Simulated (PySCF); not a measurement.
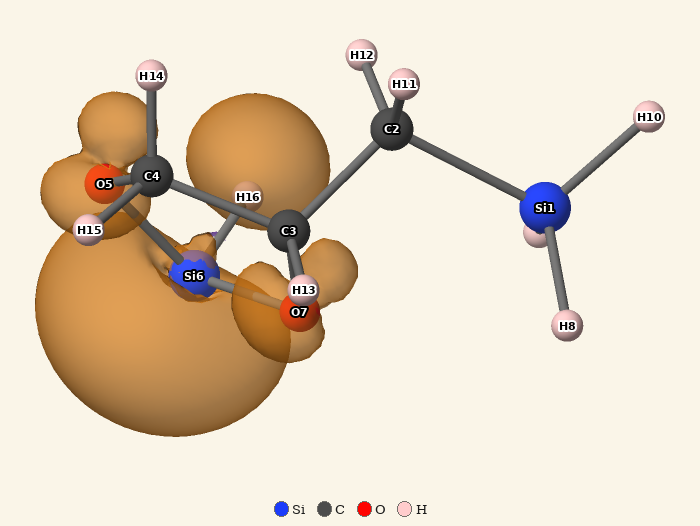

The picture shows: C₃H₉O₂Si₂ (SMILES [SiH3]C[C@H]1CO[SiH]O1) (doublet). Isosurfaces of the spin density (α minus β) at +0.02 (orange) and −0.02 e/Å³ (purple), seen from one side.

Geometry: GFN2-xTB.

The calculation used UKS B3LYP, pcH-1 on C H O Si, non-relativistic, mean-field spin-orbit, GIAO in PySCF 2.14.0, density-fitted response routines.

```xyz
16

Si    2.0611   -0.9010    0.1445
C     0.8289    0.4956   -0.2594
C    -0.2471    0.5043    0.8104
C    -1.5505    1.1977    0.3604
O    -2.4512    0.2158   -0.0564
Si   -1.9677   -1.2989    0.3813
O    -0.5787   -0.8285    1.1250
H     2.4224   -0.8286    1.5586
H     1.5060   -2.2089   -0.1946
H     3.2490   -0.6608   -0.6838
H     1.3088    1.4728   -0.3069
H     0.3647    0.3119   -1.2303
H     0.1397    0.9658    1.7263
H    -1.3646    1.8815   -0.4723
H    -2.0005    1.7614    1.1855
H    -1.7279   -2.0712   -0.8325
```

> Describe the spin distribution.

The unpaired spin (1 electron) lies mostly on Si6 (about 0.7), H16 (about 0.1) and O5 (about 0.1), in electrons by Hirshfeld's partition.
